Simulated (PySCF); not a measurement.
# LuN2 (Lu(N2)3+): the cost of one run

The runs use PySCF 2.14.0; PBE, Lu lcecp-1-SVP with ECP60, N def2-SVP; scalar-relativistic core potentials, no spin–orbit coupling.

2 further runs of the same task are left out: 2 for a known fault of the program.

### Step 1. Where the work starts

3 atoms, charge 3, spin multiplicity 1.

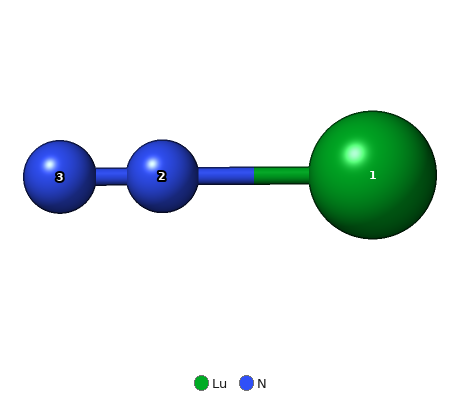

The structure; lutetium green, nitrogen blue; atoms are numbered from 1 in the order of the file.

Geometry (Å):

```xyz
3

Lu    0.0000    0.0000   -0.3635
N     0.0000    0.0000    1.9403
N     0.0000    0.0000    3.0648
```

Formal oxidation states: Lu +3. Each metal's 14 4f electrons lie in its core potential, so multiplicities, spins and levels count the valence alone. An earlier session relaxed this geometry at PBE, Lu lcecp-1-SVP with ECP60, N def2-SVP (singlet, point group C∞v).

Its energy there is -147.845747 Eh.

### Step 2. Atoms moved at random, σ = 0.06 Å

run.py (the lines that set the calculation) reads:

```python
mol = gto.M(atom='''
Lu    -0.03303     0.03792    -0.25316
N      0.01061     0.00048     1.93521
N      0.02243    -0.03840     2.95956''',
    basis={'Lu': 'lcecp-1-SVP', 'N': 'def2-SVP'},
    ecp={'Lu': 'lcecp-1-SVP'},
    charge=3, spin=0)
mf = dft.RKS(mol, xc='PBE')
mf.grids.atom_grid = (50, 194)  # f atoms: unpruned, at least (60, 302)
mf = mf.density_fit()  # fitting sets: Lu AutoAux, N def2-universal-JKFIT
mf.conv_tol = 1e-08; mf.max_cycle = 55
mf.kernel(dm0)  # dm0: the density of the relaxed state
```

Command:

```
$ OMP_NUM_THREADS=2 python run.py
```

**Question.** How long does this run take on 2 threads of AMD EPYC (Zen 3), shared host?

About 3.7 s.
